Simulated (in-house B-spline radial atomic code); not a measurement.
Run report: Mg⁶⁺, many-body perturbation calculation

System: Mg⁶⁺, core [He] 2s2.
Method: configuration interaction of two valence electrons with many-body perturbation theory for the core (screened one- and two-electron correlation potentials), Breit and QED, no-pair Dirac, B-spline basis (in-house B-spline radial atomic code).

## Input
```
basis_form = 3
Z = 12
core_configuration = [He] 2s2
rms_radius = 3.057
mass_number = 24
speed_of_light = 137.035999084
box_radius = 11.25
lmax = 6
intervals = 64
virtual_cutoff = 300.0
```

Launched within a batch (the task file carries these settings):
```bash
python <driver script> task.json out
```

The program writes its results to a structured record and prints no log; tables and figures of this report are taken from that record.

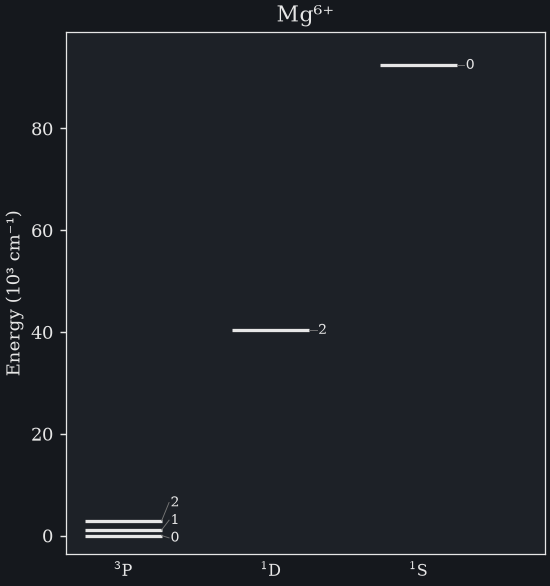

**Figure 1.** Levels of Mg⁶⁺, two electrons outside the core [He] 2s². CI+MBPT: configuration interaction in the frozen-core Dirac–Hartree–Fock potential with screened core-valence correlation, Breit and QED terms; computed with a B-spline radial code. The lowest level is 2p² ³P₀. The first excited level, 2p² ³P₁, lies at 1,110 cm⁻¹. The ground term spreads over 2,930 cm⁻¹ in the order J = 0, 1, 2, a normal multiplet. All levels drawn have even parity, so no electric dipole line joins them. The ionisation energy is 225.4 eV, against 223.5 eV from CI without core-valence correlation and a semi-empirical value of 225.0 eV.

```csv
Level,E (cm⁻¹)
2p² ³P₀,0
2p² ³P₁,"1,108"
2p² ³P₂,"2,930"
2p² ¹D₂,"40,390"
2p² ¹S₀,"92,450"
```

## Summary

- outcome: converged
- hardware: 1 CPU thread, shared host
- wall time: 35 s

## Notes

To bear in mind: the outer s2 shell is a soft core here, levels are rough.
